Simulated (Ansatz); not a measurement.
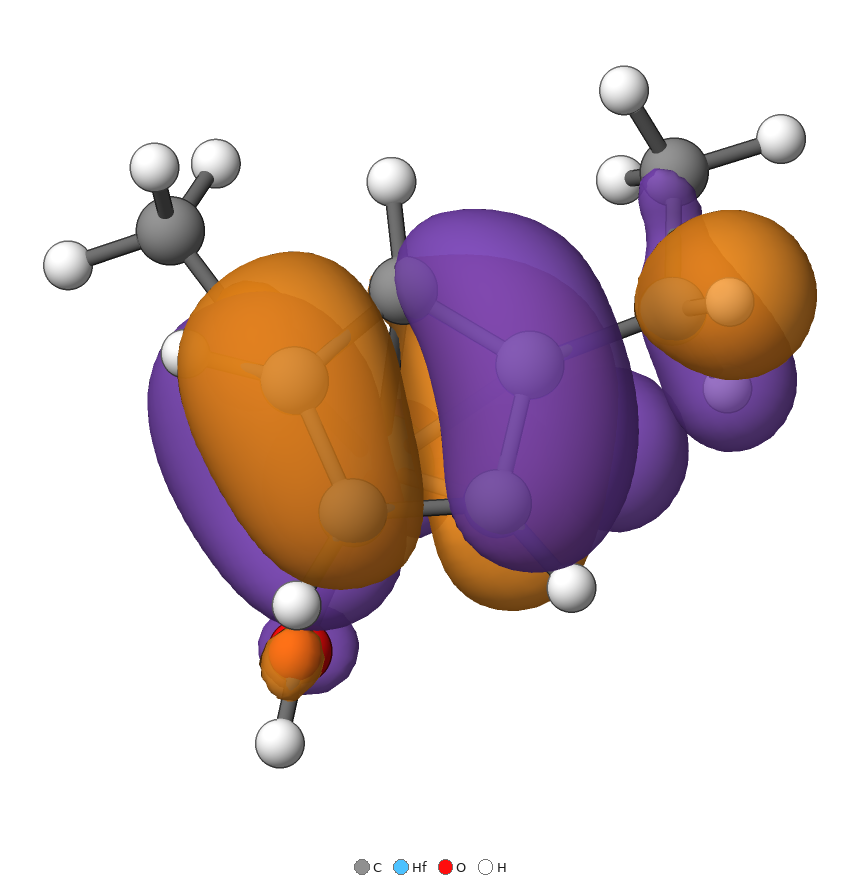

C₈H₁₄HfO₃ (SMILES CC[C]12[CH]3[CH]4[CH]5[CH]1[Hf]4532([OH])([OH])[O]C). The HOMO at ±0.06 Å⁻³ᐟ² (orange and purple are the two phases), seen at a tilt.

Geometry: PBE0-D4/def2-TZVP; core potentials replace the inner electrons of Hf.

These are results of Ansatz 0.2.0, RKS PBE0-D4/def2-TZVPP, not measurements.

Input file:

```
crystal:
  periodic: [false, false, false]
  atoms:
    - {symbol: C, position_ang: [1.873949, 1.990028, 1.029934]}
    - {symbol: C, position_ang: [0.399015, 2.298336, 0.845136]}
    - {symbol: C, position_ang: [-0.289289, 1.439506, -0.168409]}
    - {symbol: C, position_ang: [-1.691135, 1.292566, -0.308411]}
    - {symbol: C, position_ang: [-1.950641, 0.435922, -1.402486]}
    - {symbol: C, position_ang: [-0.712319, 0.023869, -1.929825]}
    - {symbol: C, position_ang: [0.309506, 0.638276, -1.165584]}
    - {symbol: Hf, position_ang: [-0.864998, -0.996068, 0.373283]}
    - {symbol: O, position_ang: [-2.527236, -1.995464, 0.524304]}
    - {symbol: O, position_ang: [-0.413524, -0.388184, 2.198897]}
    - {symbol: O, position_ang: [0.440731, -2.345021, -0.072670]}
    - {symbol: C, position_ang: [1.485837, -2.978625, -0.719788]}
    - {symbol: H, position_ang: [2.014386, 0.959542, 1.364031]}
    - {symbol: H, position_ang: [2.436194, 2.131878, 0.103396]}
    - {symbol: H, position_ang: [2.311893, 2.648012, 1.783020]}
    - {symbol: H, position_ang: [0.277783, 3.346081, 0.544965]}
    - {symbol: H, position_ang: [-0.117101, 2.185878, 1.802404]}
    - {symbol: H, position_ang: [-2.433970, 1.765474, 0.319384]}
    - {symbol: H, position_ang: [-2.925057, 0.129039, -1.753037]}
    - {symbol: H, position_ang: [-0.564052, -0.654893, -2.757581]}
    - {symbol: H, position_ang: [1.371079, 0.506903, -1.317692]}
    - {symbol: H, position_ang: [-3.470200, -2.053921, 0.412601]}
    - {symbol: H, position_ang: [-0.308554, -0.898103, 3.000231]}
    - {symbol: H, position_ang: [1.821223, -2.406818, -1.595420]}
    - {symbol: H, position_ang: [1.182602, -3.974901, -1.062782]}
    - {symbol: H, position_ang: [2.343900, -3.099279, -0.047891]}
basis:
  gaussian: {orbitals: def2-TZVPP}
hamiltonian: {xc: pbe0, dispersion: d4}
output: {orbitals: {seedname: orbitals}}
```

Command:

```sh
ansatz run in.yaml --threads 11 --pin off --events-out ev --progress --plain --max-ram 110592MiB --backend cuda --devices 0, --max-vram 75GiB
```

> Describe this orbital and give its energy.

Its weight (Hirshfeld) is mainly on C6 (about 20 %), C3 (about 20 %), C5 (about 15 %), C4 (about 10 %) and Hf8 (about 10 %). Its energy is −6.74 eV.
